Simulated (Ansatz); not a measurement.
**CH4GaSi (charge +1): density, localisation and related maps**

The calculation's input:

```
crystal:
  periodic: [false, false, false]
  atoms:
    - {symbol: C, position_ang: [-0.829163, 0.200916, 1.835025]}
    - {symbol: Ga, position_ang: [-2.134613, 0.103178, 3.750303]}
    - {symbol: Si, position_ang: [-0.253995, -1.255874, 1.054104]}
    - {symbol: H, position_ang: [-1.590334, 0.781678, 1.288855]}
    - {symbol: H, position_ang: [-0.067100, 0.825330, 2.329325]}
    - {symbol: H, position_ang: [-1.097214, -1.978302, 0.075712]}
    - {symbol: H, position_ang: [0.991146, -1.918464, 1.502179]}
basis:
  gaussian:
    orbitals: def2-TZVPD
total_charge: 1
hamiltonian:
  xc: pbe0
output:
  forces: true
  orbitals: {seedname: orbitals}
```

Command:

```sh
ansatz run input.yaml --threads 1 --pin off --max-ram 2610MiB --events-out events.jsonl --progress --plain --runs-dir runs
```

Geometry: PBE0-D3(BJ)/def2-SVP.

The calculation used isolated molecule in a Gaussian basis; Kohn-Sham density functional theory, functional PBE0 in Ansatz 0.2.0.

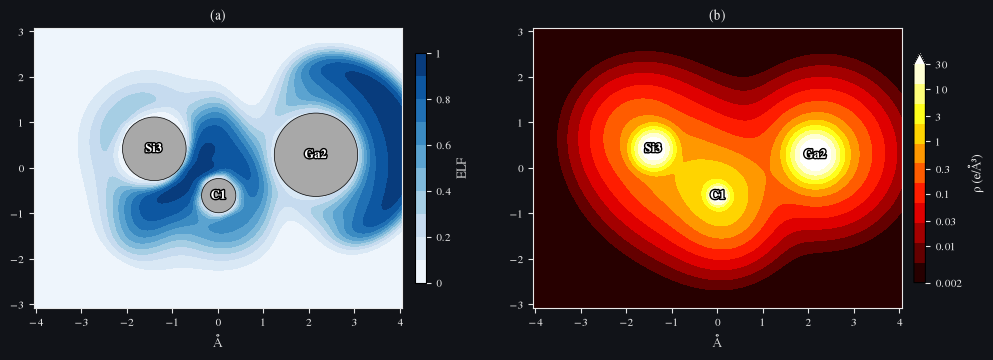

Figure 1. (a) ELF; (b) electron density on the plane of atoms Ga2, C1 and Si3. Grey discs cover the atomic cores in the ELF map.

### Read the bonding off the picture.

- Atoms in the plane: C, Ga and Si.
- C–Si (1.75 Å): ρ is about 1.1 e/Å³ halfway; the ELF peaks at about 0.90 between the atoms, as expected for a covalent bond.
- C–Ga (2.32 Å): ρ is about 0.37 e/Å³ halfway; the ELF peaks at about 0.80 in the valence shell of C, 0.8 Å from its nucleus, and is about 0.45 at the midpoint.

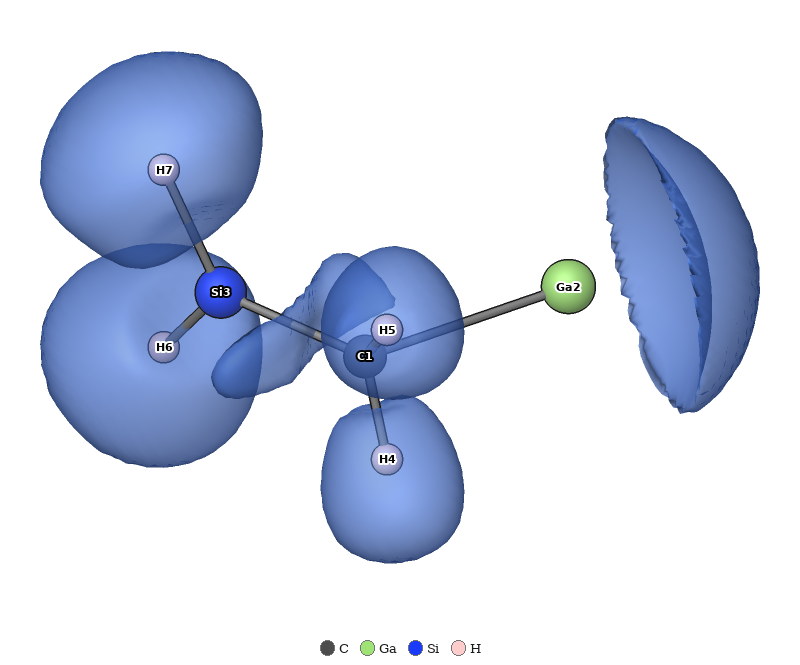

Figure 2. Isosurface of the electron localisation function at 0.85 (blue), seen at an oblique angle. Only the valence region is drawn (cores and ρ < 0.01 e/Å³ removed).

### Where are the electrons localised?

At this value the surface marks out one region between bonded C–Si atoms (shared pairs), four regions around hydrogen nuclei and one lobe on Ga, pointing away from the bonds (lone pairs).

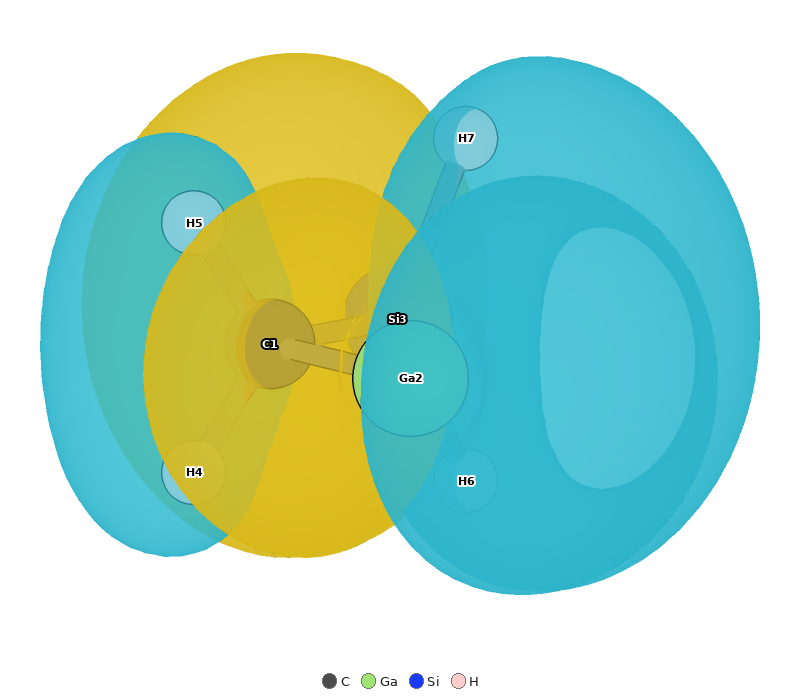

Figure 3. One frontier orbital at ±0.05 Å⁻³ᐟ² (yellow and cyan are the two phases), seen at an oblique angle.

### Which orbital is it: HOMO or LUMO?

The LUMO, at −7.22 eV. Its weight (Hirshfeld) is mainly on Si3 (about 55 %), Ga2 (about 20 %) and C1 (about 10 %).
